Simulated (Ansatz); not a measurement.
# Calculations on BH$_{2}$SCl$_{2}$F

### Relaxation

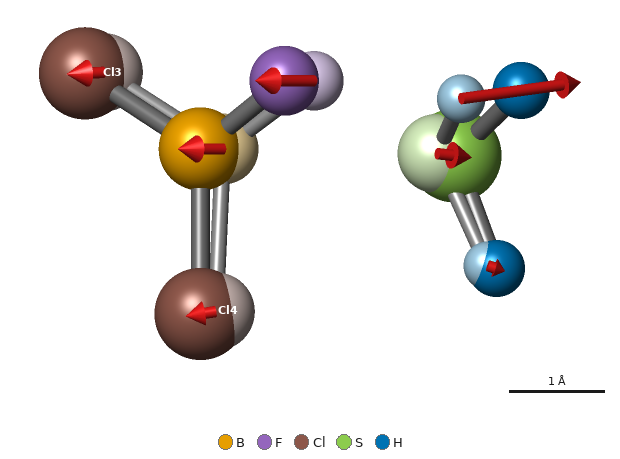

This is a relaxation of BH₂SCl₂F. The starting structure is drawn faded, the final one solid; red arrows show the displacements, magnified 2 times. The two geometries are superimposed by the best rigid fit.

Style: ball-and-stick. Shown at a tilt.

The run prepares an end point of a later path (reaction) calculation, from a guessed geometry.

These are results of RHF/def2-SVP (Ansatz), not measurements.

Input
```yaml
crystal:
  periodic: [false, false, false]
  atoms:
    - { symbol: B, position_ang: [0.052615, 0.307255, -0.112207] }
    - { symbol: F, position_ang: [-0.049039, 0.327499, 1.196074] }
    - { symbol: Cl, position_ang: [1.621341, 0.545068, -0.845901] }
    - { symbol: Cl, position_ang: [-1.414301, 0.234699, -1.067862] }
    - { symbol: S, position_ang: [0.276472, -2.676291, 0.691773] }
    - { symbol: H, position_ang: [-0.996962, -3.014285, 0.476464] }
    - { symbol: H, position_ang: [-0.017626, -1.753445, 1.65886] }
basis:
  gaussian: { orbitals: def2-SVP }
hamiltonian:
  xc: hf
relax:
  f_tol: 0.03
  max_steps: 50
```

Launched with:
```bash
ansatz run input.yaml --threads 1 --pin off --max-ram 2048MiB --backend cpu --events-out ev --progress --plain --runs-dir out
```

**Atoms of which element are displaced furthest, and by how much?**

Hydrogen: up to 0.76 Å, against 0.39 Å for fluorine.

**Describe the change and its energy.**

The atom that moves furthest after the best rigid fit is H7 (0.76 Å). By element the largest moves are H 0.76 Å, F 0.39 Å, B 0.29 Å, Cl 0.22 Å, S 0.21 Å. Some distances before and after: S5–H7 1.369 → 1.335 Å, B1–F2 1.312 → 1.300 Å. Over 13 accepted moves (15 points after the start) the energy falls by 0.174 eV. Largest force component: 1 eV/Å at the start, 0.02 eV/Å at the end. The line search rejected the trial steps at points 5, 9 of the run. The forces were under the threshold at step 12, but the run went on from there. Cost: 44 s on 1 thread of Arm Neoverse V1 (shared host), peak memory 0.18 GiB.

Limits of the set-up: Hartree-Fock leaves out electron correlation.

### Relaxation

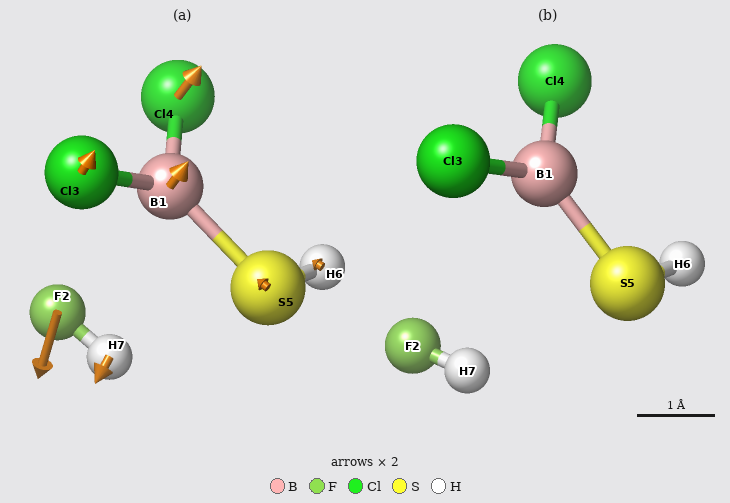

The structure of BH2SCl2F before (left) and after (right) a relaxation, at one scale. The orange arrows give the displacements, magnified 2 times.

Style: ball-and-stick. Shown at a tilt.

The run prepares an end point of a later path (reaction) calculation, from a guessed geometry.

Level of theory: Ansatz, RHF/def2-SVP. (no spin polarisation; force threshold 0.03 eV/Å; at most 50 steps)

**What changed between the two?**

The largest move after the best rigid fit is that of F2, 0.54 Å. Largest moves by element: F 0.54 Å, Cl 0.29 Å, B 0.23 Å, H 0.21 Å, S 0.10 Å. Among the contacts that change: B1–S5 1.864 → 1.813 Å, F2–H7 0.910 → 0.904 Å. After 9 accepted moves (11 points after the start) the energy has fallen by 2.89 kcal/mol. Largest force component: 0.91 eV/Å at the start, 0.02 eV/Å at the end. The line search rejected the trial steps at points 2, 10 of the run. Cost: 33 s on 1 thread of Arm Neoverse V1, with other jobs on the host, peak memory 0.18 GiB.

Limits of the set-up: the start holds two separate molecules, 2.5 Å apart at their closest, whose relative position is a soft coordinate and is computed without a dispersion correction; Hartree-Fock leaves out electron correlation.

### Path

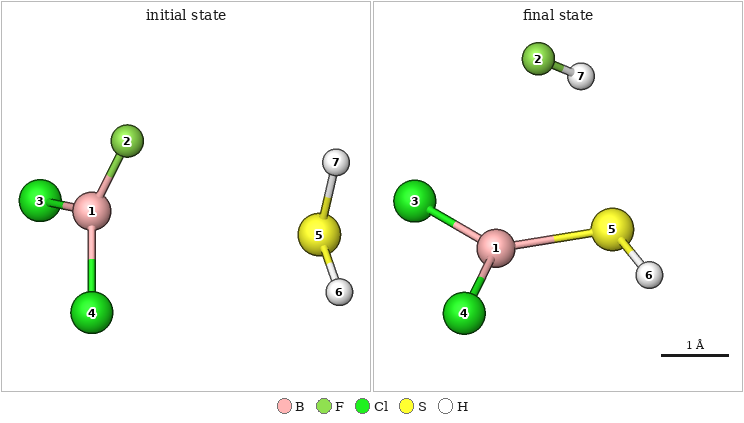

The two relaxed end points of a path for BH$_{2}$SCl$_{2}$F, made up at the start of BCl₂F and H$_{2}$S. Style: ball-and-stick. Shown at a tilt.

Theory: Ansatz 0.2.0, RHF/def2-SVP.

Set-up: 5 movable images; climbing image; force threshold 0.03 eV/Å; iteration limit 60.

Start:
```xyz
7

B     0.0579    0.5746   -0.2212
F    -0.0592    0.6973    1.0676
Cl    1.6361    0.7360   -0.9554
Cl   -1.3867    0.3424   -1.1846
S     0.2452   -2.8679    0.7680
H    -1.0467   -3.0865    0.5149
H     0.0258   -2.4254    2.0081
```

End:
```xyz
7

B     0.0865   -0.6023   -0.6935
F    -0.0986   -0.0484    2.5139
Cl    1.5468    0.3495   -0.8750
Cl   -1.4614    0.0395   -1.2072
S     0.2527   -2.2681    0.0013
H    -1.0348   -2.6200   -0.0397
H     0.1813   -0.8798    2.2975
```

Predict the minimum-energy path and its barrier.

The energy climbs by 221.0 kJ/mol to image 4 and then falls by 128.8 kJ/mol, so the end point sits at +92.2 kJ/mol. Breaking: B1–F2 (1.30 → 1.56 at the top → 3.26 Å), S5–H7 (1.33 → 1.64 at the top → 2.68 Å). Forming: B1–S5 (3.59 → 2.00 at the top → 1.81 Å), F2–H7 (3.26 → 1.15 at the top → 0.90 Å). The band is converged. At the top, the vibrational analysis gives one imaginary mode (1625i cm⁻¹), as a transition state must have.

Energies of the converged images:

```json
{"image": "0", "path (Å)": "0.00", "E (kJ/mol)": "0.0"}
{"image": "1", "path (Å)": "0.57", "E (kJ/mol)": "2.3"}
{"image": "2", "path (Å)": "1.13", "E (kJ/mol)": "19.3"}
{"image": "3", "path (Å)": "1.70", "E (kJ/mol)": "84.5"}
{"image": "4", "path (Å)": "2.27", "E (kJ/mol)": "221.0"}
{"image": "5", "path (Å)": "3.11", "E (kJ/mol)": "110.4"}
{"image": "6", "path (Å)": "3.96", "E (kJ/mol)": "92.2"}
```

The geometry at the top of the path:

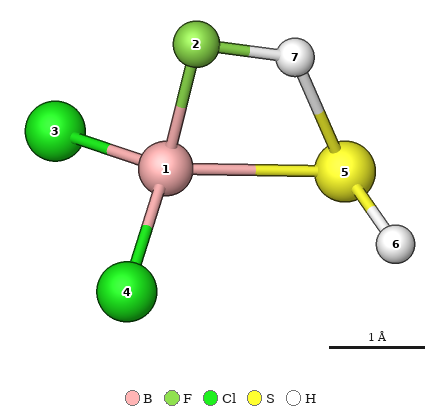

Limits of the set-up: the start holds two separate molecules, 3.3 Å apart at their closest, whose relative position is a soft coordinate and is computed without a dispersion correction; Hartree-Fock leaves out electron correlation.

The run took 3.6 min on 1 thread of Arm Neoverse V1, with other jobs on the host, peak memory 0.18 GiB.
